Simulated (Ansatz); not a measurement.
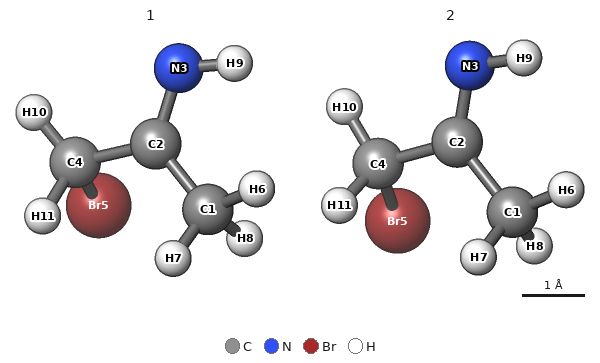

Two geometries of C$_{3}$H$_{6}$BrN, drawn at one scale. One is the start of a relaxation, the other its converged end. Style: ball-and-stick. Shown at a tilt.

Level of theory: RKS PBE0/def2-SVP (Ansatz 0.2.0). Set-up: no spin polarisation; force threshold 0.02 eV/Å; at most 50 steps.

Which geometry has the lower energy?

Structure 2 is the relaxed one. The run prepares an end point of a later path (hydrogen shift) calculation, from a guessed geometry. Over 7 accepted moves (9 points after the start) the energy falls by 11.0 kcal/mol. The largest force component goes from 4.1 to 0.016 eV/Å. The line search rejected the trial steps at points 2, 7 of the run. H9 moves most after the best rigid fit: 0.33 Å. Largest moves by element: H 0.33 Å, Br 0.25 Å, N 0.19 Å, C 0.10 Å. Among the contacts that change: C4–H11 1.177 → 1.099 Å, C1–C2 1.439 → 1.502 Å, C4–Br5 1.895 → 1.950 Å, N3–H9 0.979 → 1.026 Å. Among the angles between lasting bonds that change: C1–C2–N3 120.1° → 126.3°, C2–C4–H10 115.1° → 109.2°, H6–C1–H8 104.0° → 109.0°.
